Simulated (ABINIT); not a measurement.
## Quasiparticle gap of Rb2Pd (Fm-3m) in ABINIT

Aim: the G0W0 gap of Rb2Pd (Fm-3m) on PBEsol with spin-orbit coupling, step by step.

Method: PBEsol and many-body steps on it, plane waves, in ABINIT 10.8.3.

In doubt: a PseudoDojo file used here is known to give poor structures and forces, which bears on pressures, cells, forces and phonons.

## Step 1: The structure

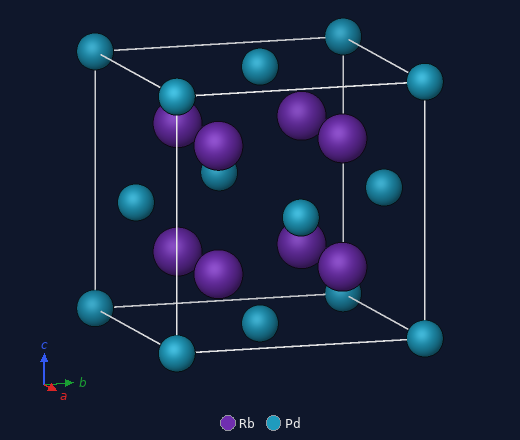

The cell as given, slightly off an axis (rubidium purple, palladium blue). This picture shows the conventional cell, with its axes. Some periodic images of atoms are drawn too.

Coordinates:

```cif
data_structure
_symmetry_space_group_name_H-M 'P 1'
_symmetry_Int_Tables_number 1
_cell_length_a 5.8311
_cell_length_b 5.8311
_cell_length_c 5.8311
_cell_angle_alpha 60.000
_cell_angle_beta 60.000
_cell_angle_gamma 60.000
_cell_volume 140.20
loop_
_atom_site_label
_atom_site_type_symbol
_atom_site_fract_x
_atom_site_fract_y
_atom_site_fract_z
_atom_site_occupancy
Rb1 Rb 0.25000 0.25000 0.25000 1
Rb2 Rb 0.75000 0.75000 0.75000 1
Pd3 Pd 0.00000 0.00000 0.00000 1
```

The cell and positions are those that the Materials Project relaxed with its own functionals (PBE, PBE+U or r2SCAN), kept fixed.

## Step 2: Ground state

This step: ABINIT 10.8.3; DFT, PBEsol with spin-orbit coupling, plane waves, norm-conserving pseudopotentials.

The ground-state density comes first.

Input file run.abi:

```
acell 3*1.0 Angstrom
rprim 
  -0.000000000000 4.123218000000 4.123218000000
  4.123218000000 0.000000000000 4.123218000000
  4.123218000000 4.123218000000 0.000000000000
ntypat 2
znucl 37 46
natom 3
typat 1 1 2
xred 
  0.250000000000 0.250000000000 0.250000000000
  0.750000000000 0.750000000000 0.750000000000
  0.000000000000 0.000000000000 0.000000000000
pp_dirpath "pseudos"
pseudos "Rb.upf, Pd.upf"
ecut 37
nspinor 2
ngkpt 4 4 4
nshiftk 1
shiftk 0 0 0
kptopt 1
chksymbreak 0
nband 46
occopt 1
tolvrs 1e-10
nstep 60
prtwf 0
optforces 0
optstress 0
indata_prefix "in"
outdata_prefix "out"
tmpdata_prefix "tmp"
```

Started as:

```
OMP_NUM_THREADS=1 mpirun -n 8 abinit run.abi > log
```

Numbers of over 12 decimals in the logs are rounded to 6 here.

The program printed:

```text
.Version 10.8.3 of ABINIT. v10.8.2 released Aug 2026.

 Symmetries : space group Fm -3 m (#225); Bravais cF (face-center cubic)
================================================================================
 Values of the parameters that define the memory need of the present run
     intxc =       0    ionmov =       0      iscf =       7    lmnmax =      17
     lnmax =      17     mgfft =      64  mpssoang =       5    mqgrid =    3001
     natom =       3  nloc_mem =       1    nspden =       1   nspinor =       2
    nsppol =       1      nsym =      48    n1xccc =    2501    ntypat =       2
    occopt =       1   xclevel =       2
-    mband =          46        mffmem =           1         mkmem =           1
       mpw =       10200          nfft =      262144          nkpt =           8
================================================================================
  Rough estimation (10% accuracy) of disk space for files :
================================================================================

--------------------------------------------------------------------------------
------------- Echo of variables that govern the present computation ------------
--------------------------------------------------------------------------------
 -outvars: echo values of preprocessed input variables --------
            acell      1.8897261259E+00  1.8897261259E+00  1.8897261259E+00 Bohr

      chksymbreak           0
             ecut      3.70000000E+01 Hartree
-          fftalg         312

              ixc     -116133
              kpt      0.00000000E+00  0.00000000E+00  0.00000000E+00
                       2.50000000E-01  0.00000000E+00  0.00000000E+00
                       5.00000000E-01  0.00000000E+00  0.00000000E+00
                       2.50000000E-01  2.50000000E-01  0.00000000E+00
                       5.00000000E-01  2.50000000E-01  0.00000000E+00
                      -2.50000000E-01  2.50000000E-01  0.00000000E+00
                       5.00000000E-01  5.00000000E-01  0.00000000E+00
                      -2.50000000E-01  5.00000000E-01  2.50000000E-01
         kptrlatt        4    0    0      0    4    0      0    0    4
          kptrlen      4.40768098E+01
P           mkmem           1
            natom           3
            nband          46
            ngfft          64      64      64
             nkpt           8
          nspinor           2
            nstep          60
             nsym          48
           ntypat           2
              occ      1.000000  1.000000  1.000000  1.000000  1.000000  1.000000
                       1.000000  1.000000  1.000000  1.000000  1.000000  1.000000
                       1.000000  1.000000  1.000000  1.000000  1.000000  1.000000
                       1.000000  1.000000  1.000000  1.000000  1.000000  1.000000
                       1.000000  1.000000  1.000000  1.000000  1.000000  1.000000
                       1.000000  1.000000  1.000000  1.000000  1.000000  1.000000
                       0.000000  0.000000  0.000000  0.000000  0.000000  0.000000
                       0.000000  0.000000  0.000000  0.000000
        optforces           0
        optstress           0
            prtwf           0
            rprim     -0.0000000000E+00  4.1232180000E+00  4.1232180000E+00
                       4.1232180000E+00  0.0000000000E+00  4.1232180000E+00
                       4.1232180000E+00  4.1232180000E+00  0.0000000000E+00
          spgroup         225

           tolvrs      1.00000000E-10

             xred      2.5000000000E-01  2.5000000000E-01  2.5000000000E-01
                       7.5000000000E-01  7.5000000000E-01  7.5000000000E-01
[...]
znucl       37.00000   46.00000

================================================================================

 chkinp: Checking input parameters for consistency.

================================================================================
== DATASET  1 ==================================================================
-   mpi_nproc: 8, omp_nthreads: 1 (-1 if OMP is not activated)

--- !DatasetInfo
iteration_state: {dtset: 1, }
dimensions: {natom: 3, nkpt: 8, mband: 46, nsppol: 1, nspinor: 2, nspden: 1, mpw: 10200, }
cutoff_energies: {ecut:  37.0, pawecutdg:  -1.0, }
electrons: {nelect:   3.60000000E+01, charge:   0.00000000E+00, occopt:   1.00000000E+00, tsmear:   1.00000000E-02, }

 Real(R)+Recip(G) space primitive vectors, cartesian coordinates (Bohr,Bohr^-1):
 R(1)=  0.0000000  7.7917528  7.7917528  G(1)= -0.0641704  0.0641704  0.0641704
 R(2)=  7.7917528  0.0000000  7.7917528  G(2)=  0.0641704 -0.0641704  0.0641704
 R(3)=  7.7917528  7.7917528  0.0000000  G(3)=  0.0641704  0.0641704 -0.0641704
 Unit cell volume ucvol=  9.4609662E+02 bohr^3
 Angles (23,13,12)=  6.00000000E+01  6.00000000E+01  6.00000000E+01 degrees

 getcut: wavevector=  0.0000  0.0000  0.0000  ngfft=  64  64  64
         ecut(hartree)=     37.000   => boxcut(ratio)=   2.12111

--- Pseudopotential description ------------------------------------------------
- Rb Generated using ONCVPSP code by D. R. Hamann
- 37.00000   9.00000  180509                  znucl, zion, pspdat
12 -116133 2 -1 2280                          pspcod,pspxc,lmax,lloc,mmax
     nproj     2     4     3     0
     spin-orbit psp
        nprojso     4     4     0
  pspatm : epsatm=   34.49000540
         --- l  ekb(1:nproj) -->
[...]
1    3.228926   -0.378028    0.000731   -0.000024
             2   -1.046655    0.996074    0.000154
  spin-orbit 1    0.151585   -0.072404    0.010473   -0.000748
  spin-orbit 2   -0.036130    0.013159    0.002877   -0.000976
 pspatm: atomic psp has been read  and splines computed

- Pd Generated using ONCVPSP code by D. R. Hamann
- 46.00000  18.00000  180509                  znucl, zion, pspdat
12 -116133 2 -1 1268                          pspcod,pspxc,lmax,lloc,mmax
     nproj     2     4     3     0
     spin-orbit psp
        nprojso     4     4     0
  pspatm : epsatm=   26.18772972
         --- l  ekb(1:nproj) -->
[...]
1    3.139852   -0.751172   -0.009891    0.000134
             2   -1.180558   -0.411464   -0.000400
  spin-orbit 1   -1.118726    0.301083    0.014840   -0.002494
  spin-orbit 2    0.040837   -0.009540    0.008944   -0.000028
 pspatm: atomic psp has been read  and splines computed

   3.42603866E+03                                ecore*ucvol(ha*bohr**3)
--------------------------------------------------------------------------------

_setup2: Arith. and geom. avg. npw (full set) are   10174.828   10174.804

================================================================================

--- !BeginCycle
iteration_state: {dtset: 1, }
solver: {iscf: 7, nstep: 60, nline: 4, wfoptalg: 0, }
tolerances: {tolvrs: 1.00E-10, }

     iter   Etot(hartree)      deltaE(h)  residm     vres2
 ETOT  1  -184.58566962437    -1.846E+02 1.221E-01 3.170E+04
 ETOT  2  -185.24528025771    -6.596E-01 6.220E-02 3.893E+04
 ETOT  3  -188.13726071731    -2.892E+00 1.751E-02 1.045E+04
 ETOT  4  -188.48316480417    -3.459E-01 1.831E-02 5.459E+03
 ETOT  5  -188.72173218777    -2.386E-01 1.372E-02 2.371E+03
 ETOT  6  -188.80118668989    -7.945E-02 2.461E-03 1.350E+03
 ETOT  7  -188.86547830439    -6.429E-02 6.220E-04 5.908E+02
 ETOT  8  -188.87481170296    -9.333E-03 6.049E-04 4.748E+02
 ETOT  9  -188.90588876757    -3.108E-02 1.549E-04 1.188E+02
 ETOT 10  -188.91237505335    -6.486E-03 3.170E-04 4.121E+01
[...]
ETOT 19  -188.91643101087     6.811E-10 3.672E-07 3.743E-05
 ETOT 20  -188.91643101386    -2.987E-09 3.613E-07 1.004E-06
 ETOT 21  -188.91643101395    -8.933E-11 1.630E-07 4.982E-09
 ETOT 22  -188.91643101394     8.868E-12 1.743E-07 3.420E-09
 ETOT 23  -188.91643101394    -3.041E-12 7.161E-08 3.131E-11

 At SCF step   23       vres2   =  3.13E-11 < tolvrs=  1.00E-10 =>converged.

--- !ResultsGS
iteration_state: {dtset: 1, }
comment   : Summary of ground state results
lattice_vectors:
- [ -0.0000000,   7.7917528,   7.7917528, ]
- [  7.7917528,   0.0000000,   7.7917528, ]
- [  7.7917528,   7.7917528,   0.0000000, ]
lattice_lengths: [  11.01920,   11.01920,   11.01920, ]
lattice_angles: [ 60.000,  60.000,  60.000, ] # degrees, (23, 13, 12)
lattice_volume:   9.4609662E+02
convergence: {deltae: -3.041E-12, res2:  3.131E-11, residm:  7.161E-08, diffor:  0.000E+00, }
etotal    :  -1.88916431E+02
entropy   :   0.00000000E+00
fermie    :   4.91546435E-02
cartesian_stress_tensor: null
pressure_GPa: null
xred      :
- [  2.5000E-01,   2.5000E-01,   2.5000E-01, Rb]
- [  7.5000E-01,   7.5000E-01,   7.5000E-01, Rb]
- [  0.0000E+00,   0.0000E+00,   0.0000E+00, Pd]
cartesian_forces: null
force_length_stats: {min: null, max: null, mean: null, }

 Integrated electronic density in atomic spheres:
 ------------------------------------------------
 Atom  Sphere_radius  Integrated_density
[...]
2        2.00000          5.98633899
    3        2.00000         15.34266610
================================================================================

 ----iterations are completed or convergence reached----

 Mean square residual over all n,k,spin=   46.481E-11; max=  71.608E-09
 reduced coordinates (array xred) for    3 atoms
       0.250000000000      0.250000000000      0.250000000000
       0.750000000000      0.750000000000      0.750000000000
       0.000000000000      0.000000000000      0.000000000000
 rms dE/dt=  0.0000E+00; max dE/dt=  0.0000E+00; dE/dt below (all hartree)
    1       0.000000000000      0.000000000000      0.000000000000
    2       0.000000000000      0.000000000000      0.000000000000
    3       0.000000000000      0.000000000000      0.000000000000

 cartesian coordinates (angstrom) at end:
    1      2.061609     2.061609     2.061609
    2      6.184827     6.184827     6.184827
    3      0.000000     0.000000     0.000000
 length scales=  1.889726125908  1.889726125908  1.889726125908 bohr
              =  1.000000000000  1.000000000000  1.000000000000 angstroms
 prteigrs : about to open file out_EIG
 Fermi (or HOMO) energy (hartree) =   0.04915   Average Vxc (hartree)=  -0.26908
 Eigenvalues (hartree) for nkpt=   8  k points:
 kpt#   1, nband= 46, wtk=  0.01563, kpt=  0.0000  0.0000  0.0000 (reduced coord)
  -2.96248   -2.96248   -1.81990   -1.81990   -1.65537   -1.65537   -1.65537   -1.65537
  -0.95471   -0.95471   -0.95261   -0.95261   -0.39650   -0.39650   -0.38813   -0.38813
  -0.36500   -0.36500   -0.36500   -0.36500   -0.35521   -0.35521   -0.35521   -0.35521
  -0.01778   -0.01778    0.01937    0.01937    0.01937    0.01937    0.03461    0.03461
   0.03461    0.03461    0.03637    0.03637    0.13902    0.13902    0.14267    0.14267
   0.14267    0.14267    0.20436    0.20436    0.20436    0.20436
 prteigrs : prtvol=0 or 1, do not print more k-points.

--- !EnergyTerms
iteration_state     : {dtset: 1, }
comment             : Components of total free energy in Hartree
kinetic             :  6.01870127826230E+01
hartree             :  6.79712458461076E+01
xc                  : -3.44697376363354E+01
Ewald energy        : -9.38310765075901E+01
psp_core            :  3.62123550702309E+00
local_psp           : -1.91151711745372E+02
non_local_psp       : -1.24339926039628E+00
total_energy        : -1.88916431013940E+02
total_energy_eV     : -5.14067797253254E+03
band_energy         : -2.41203677238689E+01

== END DATASET(S) ==============================================================
================================================================================

 -outvars: echo values of variables after computation  --------
           etotal     -1.8891643101E+02
            nband          46
             nkpt           8
          spgroup         225
 [... the other variables as echoed above ...]

 Calculation completed.
```

It took 4.1 min on 8 MPI ranks of Arm Neoverse N1, shared host; peak memory 1.2 GiB; 33 min of CPU time.

Numbers from this step:

```
total energy               : -5140.6780 eV
gap                        : 0.8569 eV
k of the valence top       : -0.25, 0.5, 0.25
k of the conduction bottom : 0.5, 0, 0
least direct gap           : 0.8895 eV
```

The gap is indirect, with the least direct gap 0.03 eV higher.

(Continued in part 2 of 3.)

[Paths, hosts, dates, memory and timing lines, banners, echoed tables and standing remarks are left out of the program output.]

[Logs are printed without paths, hosts, clocks, repeated set-up lines and the standing remarks that a program may print on its own settings, such as how far it seeks lower states.]

[Runs of the session that timed out or met a known fault of the program may be left out.]

[Hosts, paths, dates, database ids (printed as entryN), source tags and the programs' standing remarks are cut or masked in the printed files.]

[G0W0 gaps are taken among the corrected bands and points alone; a level outside them can change the order at an edge.]

[Where Ansatz stands beside ABINIT at settings called matched, ABINIT's density can come from a denser mesh and the files from another edition; pairs whose starting gaps differed by over 0.03 eV were left out, so agreement reads better than it is.]
